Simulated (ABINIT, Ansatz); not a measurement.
# HfPbO3 (Pm-3m): zone-centre phonons, part 2 of 3

Aim: the zone-centre modes of HfPbO3 (Pm-3m).

ABINIT 10.8.3; DFT LDA, scalar-relativistic, plane waves, PseudoDojo norm-conserving pseudopotentials.

So far. Step 3 (Ground state): The cell stands at -0.86 GPa: the relaxation ran with a smoothed and higher cutoff and on another k mesh. Step 5 (Zone-centre response): The acoustic modes at Γ come out as far as 1.4 cm⁻¹ from zero, where they should vanish, a small numerical error; the Born charges miss their sum rule by 0.0094 e, which is good. The lowest optical mode is imaginary, 119i cm⁻¹, an instability at this level and on this k mesh. The relaxed cell has a = 4.064 Å (conventional setting).

## Step 6: Modes with the sum rule

anaddb reads the merged derivatives, imposes the acoustic sum rule and charge neutrality, and adds the LO-TO term along chosen directions.

Contents of anaddb.abi:

```
ddb_filepath "gamma_DDB"
output_file "anaddb.abo"
outdata_prefix "anaddb"
asr 1
chneut 1
enunit 2
eivec 1
nph1l 1
qph1l 0.0 0.0 0.0 1.0
dieflag 2
nph2l 3
qph2l 
    1.0 0.0 0.0 0.0
    0.0 0.0 1.0 0.0
    1.0 1.0 1.0 0.0
```

Contents of mrgddb.in:

```
gamma_DDB
merged
2
dfpt_gammao_DS2_DDB
gso_DDB
```

On the command line:

```bash
> mrgddb < mrgddb.in > mrgddb.log
> OMP_NUM_THREADS=1 anaddb anaddb.abi > anaddb.log
```

anaddb.abo, the main output file:

```text
[banners, grids, parts of the stress and lines that vanish by symmetry left out]
-outvars_anaddb: echo values of input variables ----------------------

 Flags :
[...]
Dielectric Tensor and Effective Charges
[...]
Effective charge tensors after
[...]
Phonon wavevector (reduced coordinates) :  0.00000  0.00000  0.00000
 Phonon energies in Hartree :
[...]
Phonon energies in meV     :
- -1.475441E+01 -1.475441E+01 -1.475441E+01  0.000000E+00  0.000000E+00
-  0.000000E+00  1.371494E+01  1.371494E+01  1.371494E+01  1.793765E+01
-  1.793765E+01  1.793765E+01  7.388015E+01  7.388015E+01  7.388015E+01
 Phonon frequencies in cm-1    :
- -1.190023E+02 -1.190023E+02 -1.190023E+02  0.000000E+00  0.000000E+00
-  0.000000E+00  1.106184E+02  1.106184E+02  1.106184E+02  1.446769E+02
-  1.446769E+02  1.446769E+02  5.958836E+02  5.958836E+02  5.958836E+02
 Phonon frequencies in Thz     :
- -3.567600E+00 -3.567600E+00 -3.567600E+00  0.000000E+00  0.000000E+00
-  0.000000E+00  3.316257E+00  3.316257E+00  3.316257E+00  4.337305E+00
-  4.337305E+00  4.337305E+00  1.786414E+01  1.786414E+01  1.786414E+01
 Phonon energies in Kelvin  :
- -1.712178E+02 -1.712178E+02 -1.712178E+02  0.000000E+00  0.000000E+00
-  0.000000E+00  1.591552E+02  1.591552E+02  1.591552E+02  2.081578E+02
-  2.081578E+02  2.081578E+02  8.573435E+02  8.573435E+02  8.573435E+02
[...]
-  1  0.00000000E+00  0.00000000E+00  9.30481659E-04
-     0.00000000E+00  0.00000000E+00  0.00000000E+00
-  2  0.00000000E+00  0.00000000E+00 -3.99952351E-04
-     0.00000000E+00  0.00000000E+00  0.00000000E+00
-  3  0.00000000E+00 -1.22777526E-07 -1.34722496E-03
-     0.00000000E+00  0.00000000E+00  0.00000000E+00
-  4  0.00000000E+00  0.00000000E+00 -3.12053626E-03
-     0.00000000E+00  0.00000000E+00  0.00000000E+00
-  5  0.00000000E+00 -1.22777526E-07 -3.12053626E-03
-     0.00000000E+00  0.00000000E+00  0.00000000E+00
[...]
-  1  0.00000000E+00  9.30481659E-04  0.00000000E+00
-     0.00000000E+00  0.00000000E+00  0.00000000E+00
-  2  0.00000000E+00 -3.99952351E-04  0.00000000E+00
-     0.00000000E+00  0.00000000E+00  0.00000000E+00
-  3  0.00000000E+00 -3.12053626E-03  0.00000000E+00
-     0.00000000E+00  0.00000000E+00  0.00000000E+00
-  4  0.00000000E+00 -1.34722496E-03  1.22777632E-07
-     0.00000000E+00  0.00000000E+00  0.00000000E+00
-  5  0.00000000E+00 -3.12053626E-03  1.22777632E-07
-     0.00000000E+00  0.00000000E+00  0.00000000E+00
[...]
-  1  9.30481659E-04  0.00000000E+00  0.00000000E+00
-     0.00000000E+00  0.00000000E+00  0.00000000E+00
-  2 -3.99952351E-04  0.00000000E+00  0.00000000E+00
-     0.00000000E+00  0.00000000E+00  0.00000000E+00
-  3 -3.12053626E-03  0.00000000E+00  0.00000000E+00
-     0.00000000E+00  0.00000000E+00  0.00000000E+00
-  4 -3.12053626E-03  0.00000000E+00  0.00000000E+00
-     0.00000000E+00  0.00000000E+00  0.00000000E+00
[...]
Phonon at Gamma, with non-analyticity in the
[...]
Phonon energies in Hartree :
[...]
Phonon energies in meV     :
- -1.475441E+01 -1.475441E+01  0.000000E+00  0.000000E+00  0.000000E+00
-  1.026897E+01  1.371494E+01  1.371494E+01  1.371494E+01  1.793765E+01
[...]
Phonon frequencies in cm-1    :
[...]
Phonon frequencies in Thz     :
[...]
Phonon energies in Kelvin  :
[...]
-  1.191665E+02  1.591552E+02  1.591552E+02  1.591552E+02  2.081578E+02
-  2.081578E+02  4.912098E+02  8.573435E+02  8.573435E+02  1.017120E+03
[...]
-  5  0.00000000E+00  0.00000000E+00  1.12468652E-03
-     0.00000000E+00  0.00000000E+00  0.00000000E+00
[...]
-  1  0.00000000E+00  1.12468553E-03  0.00000000E+00
-     0.00000000E+00  0.00000000E+00  0.00000000E+00
-  2  0.00000000E+00  1.12468555E-03  0.00000000E+00
-     0.00000000E+00  0.00000000E+00  0.00000000E+00
-  3  0.00000000E+00  1.12468652E-03  0.00000000E+00
-     0.00000000E+00  0.00000000E+00  0.00000000E+00
-  4  0.00000000E+00  1.12468598E-03  0.00000000E+00
-     0.00000000E+00  0.00000000E+00  0.00000000E+00
-  5  0.00000000E+00  1.12468652E-03  0.00000000E+00
-     0.00000000E+00  0.00000000E+00  0.00000000E+00
[...]
Phonon at Gamma, with non-analyticity in the
[...]
Phonon energies in Hartree :
[...]
Phonon energies in meV     :
- -1.475441E+01 -1.475441E+01  0.000000E+00  0.000000E+00  0.000000E+00
-  1.026897E+01  1.371494E+01  1.371494E+01  1.371494E+01  1.793765E+01
-  1.793765E+01  4.232919E+01  7.388015E+01  7.388015E+01  8.764860E+01
 Phonon frequencies in cm-1    :
- -1.190023E+02 -1.190023E+02  0.000000E+00  0.000000E+00  0.000000E+00
[...]
Phonon frequencies in Thz     :
[...]
Phonon energies in Kelvin  :
[...]
Phonon at Gamma, with non-analyticity in the
[...]
Phonon energies in Hartree :
[...]
Phonon energies in meV     :
[...]
Phonon frequencies in cm-1    :
[...]
Phonon frequencies in Thz     :
[...]
Phonon energies in Kelvin  :
[...]
-  1.191665E+02  1.591552E+02  1.591552E+02  1.591552E+02  2.081578E+02
-  2.081578E+02  4.912098E+02  8.573435E+02  8.573435E+02  1.017120E+03
[...]
-  4  8.50179786E-04  2.96821126E-03 -2.86914912E-04
-     0.00000000E+00  0.00000000E+00  0.00000000E+00
-  5 -4.48015371E-03 -5.63264874E-04 -2.86914912E-04
-     0.00000000E+00  0.00000000E+00  0.00000000E+00
[...]
;  5 -3.25993390E-03 -2.04547975E-04 -2.04547975E-04
;     0.00000000E+00  0.00000000E+00  0.00000000E+00
-
```

Elapsed: 0.7 s, on 1 thread of Intel Xeon Platinum 8488C (Sapphire Rapids), shared host.

This step gave:

```yaml
lowest_optical_zone_centre_mode: -119 cm⁻¹
highest_mode_moved_by_the_lo_to_term: 706.9 cm⁻¹
```

No LO-TO term; unit eigenvectors of the mass-weighted matrix, from anaddb's displacements. The modes at Γ (shares of kinetic energy by element, %) (negative means imaginary):

```tsv
mode	frequency (cm⁻¹)	symmetry	Pb %	Hf %	O %
1	-119.0	T1u	33	5	62
2	-119.0	T1u	33	5	62
3	-119.0	T1u	33	5	62
4	0.0	acoustic	48	41	11
5	0.0	acoustic	48	41	11
6	0.0	acoustic	48	41	11
7	110.6	T2u	0	0	100
8	110.6	T2u	0	0	100
9	110.6	T2u	0	0	100
10	144.7	T1u	19	51	29
11	144.7	T1u	19	51	29
12	144.7	T1u	19	51	29
13	595.9	T1u	0	3	97
14	595.9	T1u	0	3	97
15	595.9	T1u	0	3	97
```

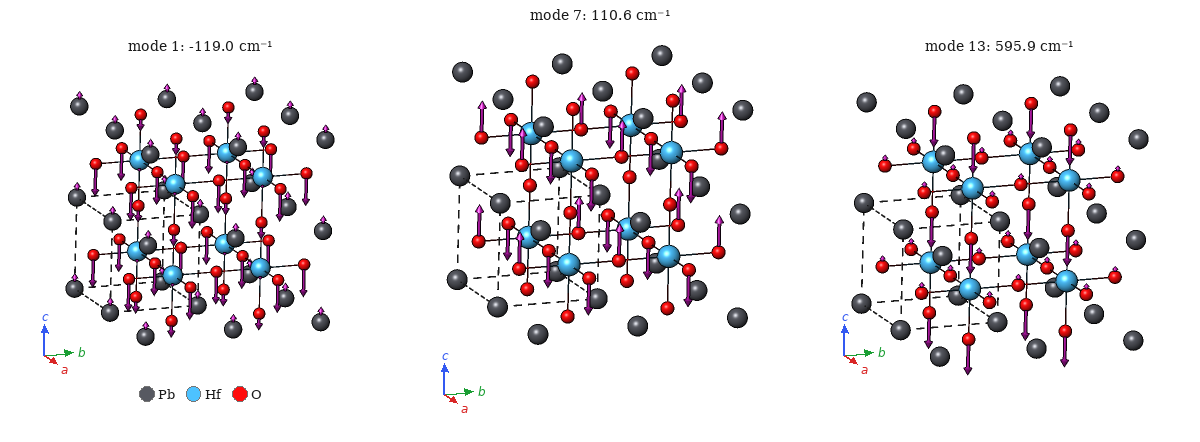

Displacement patterns of modes 1, 7 and 13 at Γ; arrows are exaggerated. 2×2×2 cells are drawn. Some periodic images of atoms are drawn too.

With imaginary modes the relaxed-ion tensors have no meaning and are not tabulated.

The rule moves no optical mode by more than 0.2 cm⁻¹.

## Step 7: Sum rules set otherwise (asr 0)

Without the rule the raw error of the acoustic modes shows.

Changes to anaddb.abi since step 6:

```diff
@@ -3,4 +3,4 @@
 outdata_prefix "anaddb"
-asr 1
-chneut 1
+asr 0
+chneut 0
 enunit 2
```

mrgddb.in is that of step 6.

anaddb.abo, the main output file:

```text
[banners, grids, parts of the stress and lines that vanish by symmetry left out]
-outvars_anaddb: echo values of input variables ----------------------

 Flags :
[...]
Dielectric Tensor and Effective Charges
[...]
Effective charge tensors after
[...]
Phonon wavevector (reduced coordinates) :  0.00000  0.00000  0.00000
 Phonon energies in Hartree :
[...]
Phonon energies in meV     :
- -1.474457E+01 -1.474457E+01 -1.474457E+01  1.723298E-01  1.723298E-01
-  1.723298E-01  1.373454E+01  1.373454E+01  1.373454E+01  1.794205E+01
-  1.794205E+01  1.794205E+01  7.387858E+01  7.387858E+01  7.387858E+01
 Phonon frequencies in cm-1    :
- -1.189229E+02 -1.189229E+02 -1.189229E+02  1.389933E+00  1.389933E+00
-  1.389934E+00  1.107765E+02  1.107765E+02  1.107765E+02  1.447124E+02
-  1.447124E+02  1.447124E+02  5.958709E+02  5.958709E+02  5.958709E+02
 Phonon frequencies in Thz     :
- -3.565220E+00 -3.565220E+00 -3.565220E+00  4.166915E-02  4.166915E-02
-  4.166916E-02  3.320997E+00  3.320997E+00  3.320997E+00  4.338369E+00
-  4.338369E+00  4.338369E+00  1.786376E+01  1.786376E+01  1.786376E+01
 Phonon energies in Kelvin  :
- -1.711036E+02 -1.711036E+02 -1.711036E+02  1.999804E+00  1.999804E+00
-  1.999804E+00  1.593827E+02  1.593827E+02  1.593827E+02  2.082089E+02
-  2.082089E+02  2.082089E+02  8.573253E+02  8.573253E+02  8.573253E+02
[...]
-  1  0.00000000E+00  0.00000000E+00  9.31271731E-04
-     0.00000000E+00  0.00000000E+00  0.00000000E+00
-  2  0.00000000E+00  0.00000000E+00 -3.99946899E-04
-     0.00000000E+00  0.00000000E+00  0.00000000E+00
-  3  0.00000000E+00  0.00000000E+00 -1.34680935E-03
-     0.00000000E+00  0.00000000E+00  0.00000000E+00
-  4  0.00000000E+00  0.00000000E+00 -3.11910342E-03
-     0.00000000E+00  0.00000000E+00  0.00000000E+00
-  5  0.00000000E+00  0.00000000E+00 -3.11910342E-03
-     0.00000000E+00  0.00000000E+00  0.00000000E+00
[...]
-  1  0.00000000E+00 -9.31271730E-04  0.00000000E+00
-     0.00000000E+00  0.00000000E+00  0.00000000E+00
-  2  0.00000000E+00  3.99946899E-04  0.00000000E+00
-     0.00000000E+00  0.00000000E+00  0.00000000E+00
-  3  0.00000000E+00  3.11910342E-03  0.00000000E+00
-     0.00000000E+00  0.00000000E+00  0.00000000E+00
-  4  0.00000000E+00  1.34680935E-03  0.00000000E+00
-     0.00000000E+00  0.00000000E+00  0.00000000E+00
-  5  0.00000000E+00  3.11910342E-03  0.00000000E+00
-     0.00000000E+00  0.00000000E+00  0.00000000E+00
[...]
-  1  9.31271731E-04  0.00000000E+00  0.00000000E+00
-     0.00000000E+00  0.00000000E+00  0.00000000E+00
-  2 -3.99946899E-04  0.00000000E+00  0.00000000E+00
-     0.00000000E+00  0.00000000E+00  0.00000000E+00
-  3 -3.11910342E-03  0.00000000E+00  0.00000000E+00
-     0.00000000E+00  0.00000000E+00  0.00000000E+00
-  4 -3.11910342E-03  0.00000000E+00  0.00000000E+00
-     0.00000000E+00  0.00000000E+00  0.00000000E+00
[...]
Phonon at Gamma, with non-analyticity in the
[...]
Phonon energies in Hartree :
[...]
Phonon energies in meV     :
- -1.474457E+01 -1.474457E+01  1.722960E-01  1.723298E-01  1.723298E-01
-  1.026639E+01  1.373454E+01  1.373454E+01  1.373454E+01  1.794205E+01
[...]
Phonon frequencies in cm-1    :
[...]
Phonon frequencies in Thz     :
[...]
Phonon energies in Kelvin  :
[...]
-  1.191366E+02  1.593827E+02  1.593827E+02  1.593827E+02  2.082089E+02
-  2.082089E+02  4.910858E+02  8.573253E+02  8.573253E+02  1.016966E+03
[...]
-  5  1.12567392E-03  0.00000000E+00  0.00000000E+00
-     0.00000000E+00  0.00000000E+00  0.00000000E+00
[...]
-  1  0.00000000E+00  0.00000000E+00 -1.12409819E-03
-     0.00000000E+00  0.00000000E+00  0.00000000E+00
-  2  0.00000000E+00  0.00000000E+00 -1.12515982E-03
-     0.00000000E+00  0.00000000E+00  0.00000000E+00
-  3  0.00000000E+00  0.00000000E+00 -1.12533112E-03
-     0.00000000E+00  0.00000000E+00  0.00000000E+00
-  4  0.00000000E+00  0.00000000E+00 -1.12551974E-03
-     0.00000000E+00  0.00000000E+00  0.00000000E+00
-  5  0.00000000E+00  0.00000000E+00 -1.12551974E-03
-     0.00000000E+00  0.00000000E+00  0.00000000E+00
[...]
Phonon at Gamma, with non-analyticity in the
[...]
Phonon energies in Hartree :
[...]
Phonon energies in meV     :
- -1.474457E+01 -1.474457E+01  1.722960E-01  1.723298E-01  1.723298E-01
-  1.026639E+01  1.373454E+01  1.373454E+01  1.373454E+01  1.794205E+01
-  1.794205E+01  4.231850E+01  7.387858E+01  7.387858E+01  8.763532E+01
 Phonon frequencies in cm-1    :
- -1.189229E+02 -1.189229E+02  1.389661E+00  1.389933E+00  1.389934E+00
[...]
Phonon frequencies in Thz     :
[...]
Phonon energies in Kelvin  :
[...]
Phonon at Gamma, with non-analyticity in the
[...]
Phonon energies in Hartree :
[...]
Phonon energies in meV     :
[...]
Phonon frequencies in cm-1    :
[...]
Phonon frequencies in Thz     :
[...]
Phonon energies in Kelvin  :
[...]
-  1.191366E+02  1.593827E+02  1.593827E+02  1.593827E+02  2.082089E+02
-  2.082089E+02  4.910858E+02  8.573253E+02  8.573253E+02  1.016966E+03
[...]
-  4  8.50298337E-04  2.96818048E-03 -2.86954445E-04
-     0.00000000E+00  0.00000000E+00  0.00000000E+00
-  5 -4.48010347E-03 -5.63343893E-04 -2.86954445E-04
-     0.00000000E+00  0.00000000E+00  0.00000000E+00
[...]
;  5 -3.25997664E-03 -2.03798197E-04 -2.03798197E-04
;     0.00000000E+00  0.00000000E+00  0.00000000E+00
-
```

It took 0.65 s on 1 thread.

Read from the output:

| Quantity | Value |
| --- | --- |
| lowest optical zone-centre mode | -118.9 cm⁻¹ |

Zone-centre frequencies as printed; negative means imaginary. Modes:

```tsv
mode	frequency (cm⁻¹)
1	-118.9
2	-118.9
3	-118.9
4	1.39
5	1.39
6	1.39
7	110.8
8	110.8
9	110.8
10	144.7
11	144.7
12	144.7
13	595.9
14	595.9
15	595.9
```

With imaginary modes the relaxed-ion tensors have no meaning and are not tabulated.

(Part 2 of 3 ends here.)

[Host names and launcher messages were left out of these logs when they were recorded.]

[Logs are printed without paths, hosts, clocks, repeated set-up lines and the standing remarks that a program may print on its own settings, such as how far it seeks lower states.]

[Hosts, paths, dates, database ids (printed as entryN), source tags and the programs' standing remarks are cut or masked in the printed files.]
